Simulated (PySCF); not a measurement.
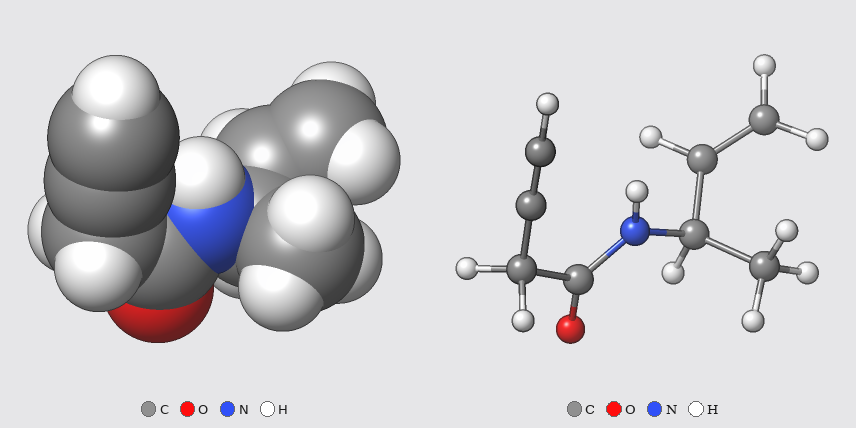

The same structure drawn twice, from different directions.

Computed geometry: PBE0-D3(BJ)/def2-SVP optimisation. No frequency run is at hand to confirm it as a minimum.

Description:

It has 21 atoms: 8 carbon, 11 hydrogen, 1 nitrogen and 1 oxygen (C₈H₁₁NO). SMILES: `C#CCC(=O)N[C@H](C)C=C`. It has no ring. Among its groups: amide, alkene, alkyne. This geometry has C1 symmetry. Coordination: 2 C linear; 3 C tetrahedral; 3 C trigonal planar; 1 N trigonal planar.

More results for the same structure follow; atom numbers are the same in all pictures, views and colours differ.

Geometry

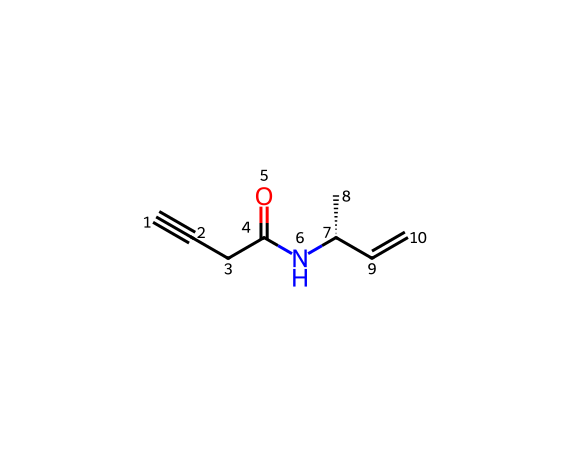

A structural formula, with wedges where it has stereocentres; small numbers name the atoms. The configuration is that of a computed structure (PBE0-D3(BJ)/def2-SVP).

Assign CIP descriptors.

Answer. C7: R.

Quadrupole coupling

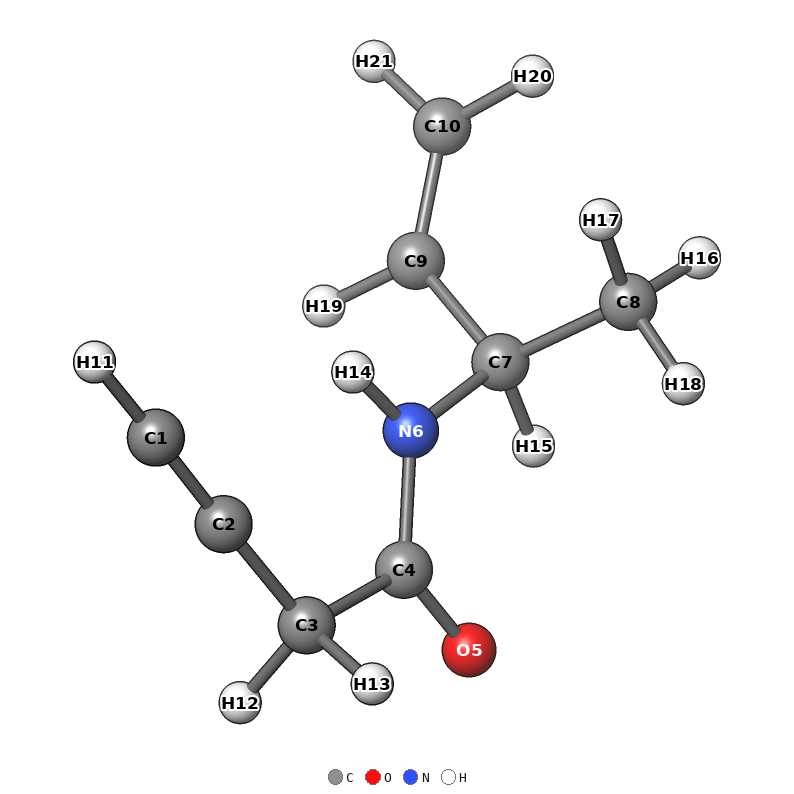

No frequency run is at hand to confirm it as a minimum. Electric field gradients from the ground-state density, PBE0/pcSseg-1 in acetonitrile (IEF-PCM) (PySCF 2.14.0), non-relativistic apart from any core potentials.

Give the largest field-gradient component, the quadrupole coupling constant and the asymmetry for 17O at O5 (Q = −25.6 mb), 14N at N6 (Q = 20.44 mb), 2H at H11 (Q = 2.86 mb), 2H at H12 (Q = 2.86 mb).

| atom | V_zz (a.u.) | e²qQ/h (MHz) | η |
| --- | --- | --- | --- |
| O5 | −1.455 | 8.75 | 0.23 |
| N6 | −0.855 | −4.11 | 0.16 |
| H11 | 0.337 | 0.226 | 0.01 |
| H12 | 0.281 | 0.189 | 0.03 |

NMR shielding

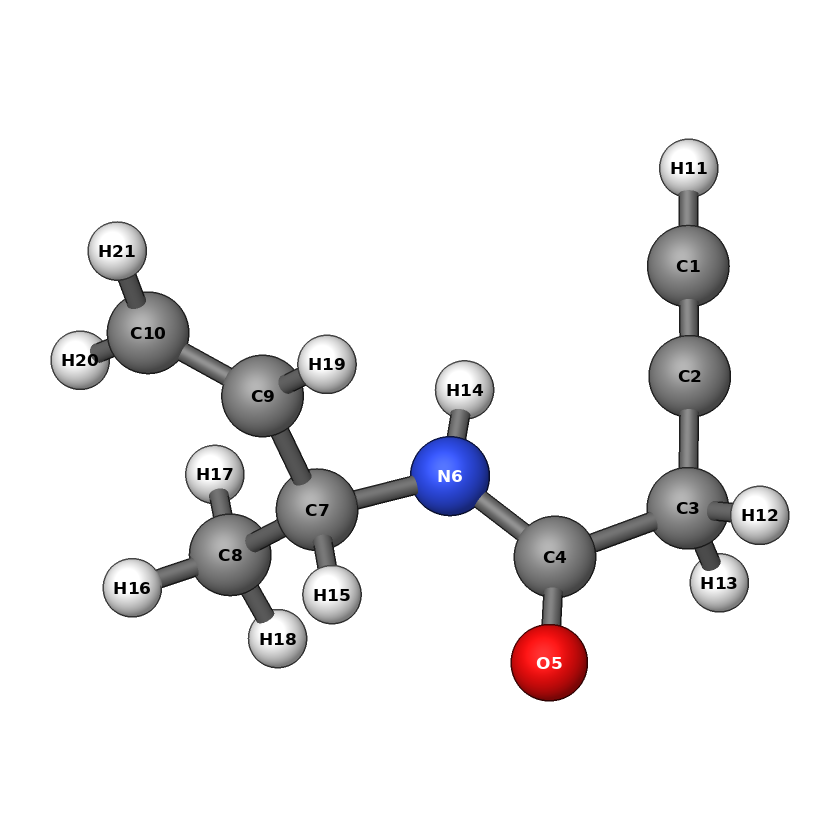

No frequency run is at hand to confirm it as a minimum. Method: GIAO PBE0/pcSseg-1 NMR shielding, non-relativistic, IEF-PCM acetonitrile (PySCF 2.14.0). Principal shieldings σ11 ≤ σ22 ≤ σ33, span Ω = σ33 − σ11, skew κ = 3(σiso − σ22)/Ω.

Give the shielding tensors of the O atoms.

```
atom     σ11     σ22    σ33   σiso      Ω     κ
  O5  −291.2  −131.7  363.3  −19.9  654.6  0.51
```

Shieldings and span in ppm.

Electronic properties

No frequency run is at hand to confirm it as a minimum. Method: PBE0/pcSseg-1 in benzene (IEF-PCM) (PySCF 2.14.0).

Predict the main results.

- dipole moment: 3.55 D
- HOMO energy (Kohn–Sham orbital): −7.28 eV
- LUMO energy (Kohn–Sham orbital): 0.06 eV
- HOMO–LUMO gap: 7.34 eV
